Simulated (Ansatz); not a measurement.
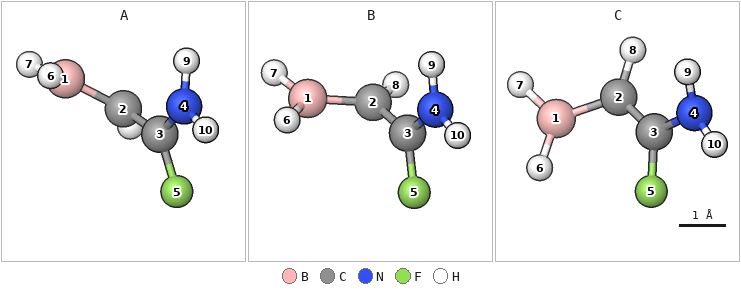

3 geometries from a converged minimum-energy path of C2H5BFN, shuffled. A ball-and-stick model, seen from a free direction.

Theory: RKS PBE0-D4/def2-SVP in Ansatz 0.2.0. Settings: 9 movable images; climbing image; force threshold 0.05 eV/Å; iteration limit 60; starting path by image-dependent pair potential.

> One of them is the converged climbing image. Which?

B. In order along the path, whose images run from 0 to 10: C (image 2, +4.9 kcal/mol), B (image 5, +27.3 kcal/mol), A (image 7, +9.8 kcal/mol). The motion is a rotation about the C2–C3 bond by about 180°. No bond forms or breaks between the ends. Bond angles that change up to the highest image, for instance: B1–C2–C3 123.3° → 115.8°, C3–C2–H8 114.5° → 118.5°.
